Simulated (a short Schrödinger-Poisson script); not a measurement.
System: symmetric double-gate stack, SiO2 on p-type Si(100), at 300 K.

| layer | material | thickness (nm) | Na (cm⁻³) |
|---|---|---|---|
| 1 | SiO2 | 3.1 | - |
| 2 | Si | 6 | 1e18 |
| 3 | SiO2 | 3.1 | - |

Constants are typed, rounded textbook-type inputs, not results; the design itself was drawn at random and stands for no fabricated device. SiO2: permittivity 3.9, conduction-band edge (eV) 3.15, gap (eV) 9, electron mass (mₑ) 0.5. Si: permittivity 11.7, conduction-band edge (eV) 0, gap (eV) 1.124, Nv at 300 K (cm⁻³) 3.1e19.

Channel valleys (confinement mass, in-plane density-of-states mass, number): Δ2 0.916, 0.19, 2; Δ4 0.19, 0.417, 4. At the gates, both at one voltage, the conduction-band edge of layer 1 lies 3.44 eV − eVg above the Fermi level of the channel. Gaps are held at their typed values at every temperature. Mesh 0.03 nm at interfaces.

From a short Schrödinger-Poisson script (our own, NumPy): 1D Poisson equation in equilibrium, electrons quantum, Hartree (BenDaniel-Duke, 12 states a valley, the channel's in-plane mass for all, wave functions free to enter the dielectric), parabolic valleys, classical holes, full ionisation, no traps, pinning or gate leakage.

Only gate voltages with over 1e8 electrons/cm² are shown.

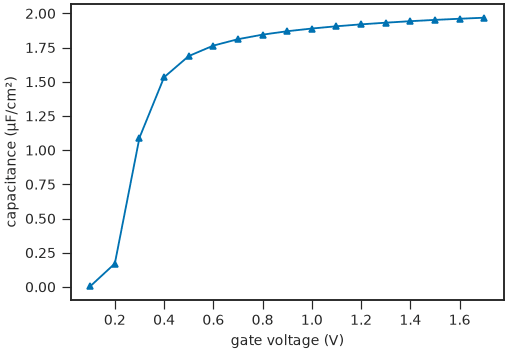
Quasi-static capacitance against gate voltage

```
Vg (V)  electrons (cm⁻²)  C (μF/cm²)  Δ2 E0 (meV)  Δ2 E1 (meV)  Δ4 E0 (meV)  Δ4 E1 (meV)
------  ----------------  ----------  -----------  -----------  -----------  -----------
0.1               6.84e8     0.00431        250.0        281.2        281.7        408.9
0.3              4.10e11        1.09         84.5        114.7        116.1        242.0
0.5              2.27e12        1.69         40.1         65.7         71.2        191.6
0.7              4.46e12        1.81         22.1         43.0         53.2        167.8
0.9              6.76e12        1.87         10.4         27.4         42.2        151.4
1.1              9.12e12        1.91          1.4         15.2         34.3        138.7
1.3              1.15e13        1.93         -6.2          4.9         28.3        128.2
1.5              1.39e13        1.95        -13.1         -4.1         23.3        119.2
1.7              1.64e13        1.97        -19.5        -12.2         19.1        111.4
```

Subbands count from the Fermi level. The capacitance is that of both gates.
